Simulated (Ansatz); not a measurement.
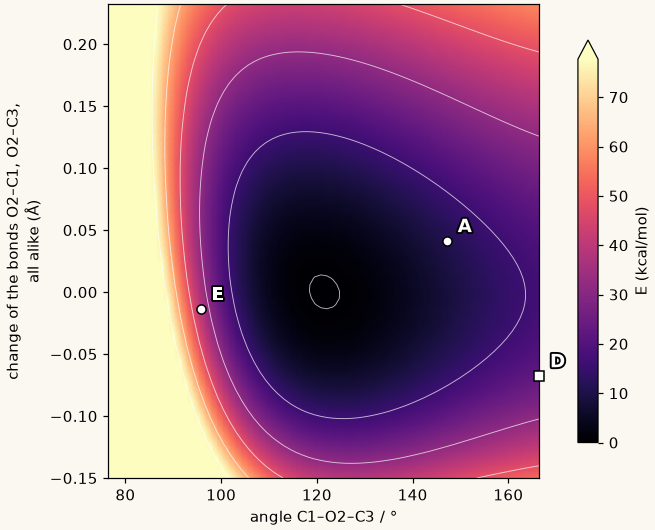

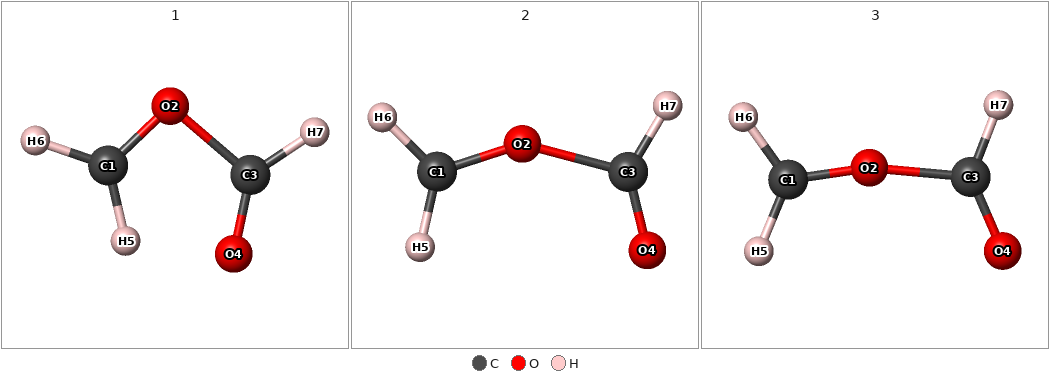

C₂H₃O₂, SMILES [CH2+]OC=O, charge +1. Coordinates scanned: (1) angle C1–O2–C3; (2) change of the bonds O2–C1, O2–C3, all alike. Nothing is relaxed (all other coordinates rigid). The scan uses a 15 × 15 grid. Points are written as (first, second). All energies are given in kcal/mol relative to the lowest grid point. Theory: RHF/def2-SVP in Ansatz.

The picture shows a smooth colour map with a few white contour lines, one colour for all values above the top of the scale, lettered points. Between grid points the surface is interpolated. The numbered pictures are the structures at these points, in random order.

Question: Which structure belongs to which point?

Answer: A is structure 2: (147.2°, 0.041 Å), 11 kcal/mol; D is structure 3: (166.5°, −0.068 Å), 23 kcal/mol; E is structure 1: (95.8°, −0.014 Å), 39 kcal/mol.
